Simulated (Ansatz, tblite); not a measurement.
# GeH2(OiPr)2 (C₆H₁₆GeO₂): spin states and exact exchange

Is the singlet the ground state of GeH2(OiPr)2 (C₆H₁₆GeO₂)? Other spin states are computed and compared level by level.

Method: as each input shows; program: Ansatz 0.2.0, Gaussian basis.

The runs, in order: triplet, at the geometry of the singlet (GFN1-xTB, GFN2-xTB, PBE0-D4/def2-TZVP, PBE-D4/def2-TZVP, r2SCAN-D4/def2-TZVP); the singlet's energies come from earlier runs.

### 1 The geometry

The geometry is that of the singlet, from an earlier relaxation (PBE-D4/def2-SVP).

25 atoms, charge 0, spin multiplicity 1.

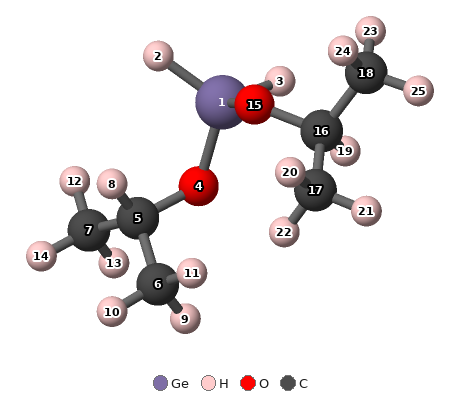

The structure; germanium purple, hydrogen pink, oxygen red, carbon dark grey; atoms are numbered from 1 in the order of the file.

### 2 Triplet at the fixed geometry, GFN1-xTB

Tight binding, by tblite at 300 K electronic temperature and without a spin-polarisation term:

```python
tblite.interface.Calculator('GFN1-xTB', numbers, positions, charge=0, uhf=2).singlepoint()
```

Energy -875.4550 eV; 0.057 s.

### 3 Triplet at the fixed geometry, GFN2-xTB

Tight binding, by tblite at 300 K electronic temperature and without a spin-polarisation term:

```python
tblite.interface.Calculator('GFN2-xTB', numbers, positions, charge=0, uhf=2).singlepoint()
```

Energy -838.4159 eV; 0.055 s.

### 4 Triplet at the fixed geometry, PBE0-D4/def2-TZVP

in.yaml

```yaml
crystal:
  periodic: [false, false, false]
  atoms:
    - {symbol: Ge, position_ang: [1.375999, 0.018033, 1.048948]}
    - {symbol: H, position_ang: [1.233724, 0.392157, 2.544929]}
    - {symbol: H, position_ang: [2.780984, -0.351533, 0.512715]}
    - {symbol: O, position_ang: [0.884302, 1.401478, 0.014120]}
    - {symbol: C, position_ang: [-0.267481, 2.187202, 0.361594]}
    - {symbol: C, position_ang: [-1.289181, 2.090418, -0.769360]}
    - {symbol: C, position_ang: [0.188394, 3.621673, 0.622389]}
    - {symbol: H, position_ang: [-0.739516, 1.790672, 1.295068]}
    - {symbol: H, position_ang: [-0.836641, 2.439816, -1.719964]}
    - {symbol: H, position_ang: [-2.183925, 2.710025, -0.556826]}
    - {symbol: H, position_ang: [-1.617526, 1.041673, -0.907114]}
    - {symbol: H, position_ang: [0.911501, 3.656352, 1.461408]}
    - {symbol: H, position_ang: [0.690226, 4.028632, -0.279366]}
    - {symbol: H, position_ang: [-0.669481, 4.277781, 0.873871]}
    - {symbol: O, position_ang: [0.251072, -1.368960, 0.853339]}
    - {symbol: C, position_ang: [0.300350, -2.175191, -0.335164]}
    - {symbol: C, position_ang: [-1.073950, -2.151306, -1.000362]}
    - {symbol: C, position_ang: [0.741022, -3.585412, 0.053664]}
    - {symbol: H, position_ang: [1.046113, -1.757102, -1.056455]}
    - {symbol: H, position_ang: [-1.843928, -2.521991, -0.293099]}
    - {symbol: H, position_ang: [-1.092376, -2.789629, -1.906865]}
    - {symbol: H, position_ang: [-1.344964, -1.119180, -1.296836]}
    - {symbol: H, position_ang: [1.749123, -3.568137, 0.513712]}
    - {symbol: H, position_ang: [0.033729, -4.011406, 0.794529]}
    - {symbol: H, position_ang: [0.772421, -4.256086, -0.828897]}
basis:
  gaussian: {orbitals: def2-TZVP}
magnetization: {spin_polarized: true, initial_magnetization: 2}
hamiltonian: {xc: pbe0, dispersion: d4}
scf: {omitted_lower_state_checks: [starts]}
output: {orbitals: {seedname: orbitals}}
```

Started as:

```sh
$ ansatz run in.yaml --threads 2 --pin off --events-out ev --progress --plain --max-ram 22528MiB --backend cuda --devices 0, --max-vram 18GiB
```

Output:

```text
Functional definition: PBE0
  name "PBE0"
  cite "Adamo & Barone, J. Chem. Phys. 110, 6158 (1999) doi:10.1063/1.478522"
  cite "Perdew, Burke & Ernzerhof, Phys. Rev. Lett. 77, 3865 (1996) doi:10.1103/PhysRevLett.77.3865"
  parent pbe
  parameter a = 0.25
  parameter kappa = 0.804
  parameter beta = 0.06672455060314922
  exchange = (1 - a)*pbe_x(kappa = kappa, mu = beta*pi^2/3) + a*exact_x
  correlation = pbe_c(beta = beta)
these checks for a lower state are left out or cut short: starts
2487 factors; their error is unknown
mean field evaluation 1: about -67048.7982 eV, gradient 7.3e1 eV
mean field evaluation 2: about -66961.1926 eV, gradient 1.6e2 eV
mean field evaluation 4: about -67071.9186 eV, gradient 2.5e1 eV
mean field evaluation 8: about -67074.4212 eV, gradient 1.1e0 eV
mean field evaluation 16: about -67074.6798 eV, gradient 4.5e-2 eV
mean field evaluation 32: about -67074.6798 eV, gradient 2.8e-4 eV
mean field -67074.67982061 eV, -2464.9490185564 hartree, gradient 4.5e-6 eV, S^2 2.009252; 0 other end points of the search recorded, 0 dependent functions left out
reference -67074.67986879 eV, -2464.9490203272 hartree; 51, 49 occupied and 341, 343 virtual orbitals, 2487 factors
Total energy: -67075.18368509 eV, -2464.9675352347 hartree
Checks for a lower state left out: starts
```

Wall time 13 s (1 × H100 (card shared with other runs) with 2 threads of AMD EPYC 7R13, shared host); peak host memory 1.1 GiB.

Report: HOMO -1.25 eV, LUMO -5.81 eV (over both spins; with the spin held, an empty level of the minority spin lies below the top filled one); ⟨S²⟩ 2.009 (pure: 2.00).

### 5 Triplet at the fixed geometry, PBE-D4/def2-TZVP

start.molden holds the orbitals of an earlier run on this state, given as this run's starting guess.

Changes to in.yaml since step 4:

```diff
@@ -29,5 +29,5 @@
 basis:
-  gaussian: {orbitals: def2-TZVP}
+  gaussian: {orbitals: def2-TZVP, initial_orbitals: start.molden}
 magnetization: {spin_polarized: true, initial_magnetization: 2}
-hamiltonian: {xc: pbe0, dispersion: d4}
+hamiltonian: {xc: pbe, dispersion: d4}
 scf: {omitted_lower_state_checks: [starts]}
```

The command is unchanged.

Output:

```text
Functional definition: PBE
  name "PBE"
  cite "Perdew, Burke & Ernzerhof, Phys. Rev. Lett. 77, 3865 (1996) doi:10.1103/PhysRevLett.77.3865"
  parent pbe
  parameter kappa = 0.804
  parameter beta = 0.06672455060314922
  exchange = pbe_x(kappa = kappa, mu = beta*pi^2/3)
  correlation = pbe_c(beta = beta)
these checks for a lower state are left out or cut short: starts
2444 factors; their error is unknown
mean field evaluation 1: about -67072.4885 eV, gradient 1.0e1 eV
mean field evaluation 2: about -67072.7565 eV, gradient 3.9e-1 eV
mean field evaluation 4: about -67072.6785 eV, gradient 5.0e-2 eV
mean field evaluation 8: about -67072.6785 eV, gradient 2.1e-4 eV
mean field -67072.67851859 eV, -2464.8754720637 hartree, gradient 7.8e-6 eV, S^2 2.003118; 0 other end points of the search recorded, 0 dependent functions left out
reference -67072.67858382 eV, -2464.8754744609 hartree; 51, 49 occupied and 341, 343 virtual orbitals, 2444 factors
Total energy: -67073.26485079 eV, -2464.8970193746 hartree
Checks for a lower state left out: starts
```

Wall time 8.5 s (1 × H100 (card shared with other runs) with 2 threads of AMD EPYC 7R13, shared host); peak host memory 0.99 GiB.

Report: HOMO -0.67 eV, LUMO -6.50 eV (over both spins; with the spin held, an empty level of the minority spin lies below the top filled one); ⟨S²⟩ 2.003 (pure: 2.00).

### 6 Triplet at the fixed geometry, r2SCAN-D4/def2-TZVP

Changes to in.yaml since step 5:

```diff
@@ -31,3 +31,3 @@
 magnetization: {spin_polarized: true, initial_magnetization: 2}
-hamiltonian: {xc: pbe, dispersion: d4}
+hamiltonian: {xc: r2scan, dispersion: d4}
 scf: {omitted_lower_state_checks: [starts]}
```

Same command.

Output:

```text
Functional definition: r2SCAN
  name "r2SCAN"
  cite "Furness, Kaplan, Ning, Perdew & Sun, J. Phys. Chem. Lett. 11, 8208 (2020) doi:10.1021/acs.jpclett.0c02405"
  cite "Furness, Kaplan, Ning, Perdew & Sun, J. Phys. Chem. Lett. 11, 9248 (2020) doi:10.1021/acs.jpclett.0c03077"
  parent r2scan
  parameter k0 = 0.174
  parameter k1 = 0.065
  parameter a1 = 4.9479
  exchange = r2scan_x(k0 = k0, k1 = k1, a1 = a1)
  correlation = r2scan_c
these checks for a lower state are left out or cut short: starts
2444 factors; their error is unknown
mean field evaluation 1: about -67088.3030 eV, gradient 6.1e0 eV
mean field evaluation 2: about -67088.3996 eV, gradient 1.3e-1 eV
mean field evaluation 4: about -67088.3260 eV, gradient 5.6e-3 eV
mean field evaluation 8: about -67088.3260 eV, gradient 2.1e-5 eV
mean field -67088.32598590 eV, -2465.4505058813 hartree, gradient 2.1e-5 eV, S^2 2.008608; 0 other end points of the search recorded, 0 dependent functions left out
reference -67088.32600716 eV, -2465.4505066625 hartree; 51, 49 occupied and 341, 343 virtual orbitals, 2444 factors
Total energy: -67088.49316529 eV, -2465.4566496106 hartree
Checks for a lower state left out: starts
```

Run time: 7 s. Hardware: 1 × H100 (card shared with other runs) with 2 threads of AMD EPYC 7R13, shared host; peak host memory 1.1 GiB.

From the report: HOMO -0.67 eV, LUMO -6.43 eV (over both spins; with the spin held, an empty level of the minority spin lies below the top filled one); ⟨S²⟩ 2.009 (pure: 2.00).

### 7 Triplet less singlet, vertical

The singlet's energies are those of its earlier runs, whose logs aren't repeated here.

| level | triplet less singlet, vertical (kcal/mol) | time |
| --- | --- | --- |
| GFN1-xTB | +156.5 | 0.11 s |
| GFN2-xTB | +185.0 | 0.079 s |
| PBE-D4/def2-TZVP | +135.2 | 13 s |
| r2SCAN-D4/def2-TZVP | +142.0 | 12 s |
| PBE0-D4/def2-TZVP | +150.2 | 20 s |

Times add the two runs; a level without a time comes out of a correlated run. Tight binding without a spin term can't rank spin states.

### 8 Summary of results

```
                                                quantity                                         value
triplet less singlet, vertical, functionals in def2-TZVP  +135.2 (PBE-D4) to +150.2 kcal/mol (PBE0-D4)
```

In words: All functionals put the triplet above the singlet, over a spread of 15.0 kcal/mol. The checks for a lower triplet were left out, so another state of that spin may lie lower. These are electronic energies, without zero-point motion, entropy or surroundings.
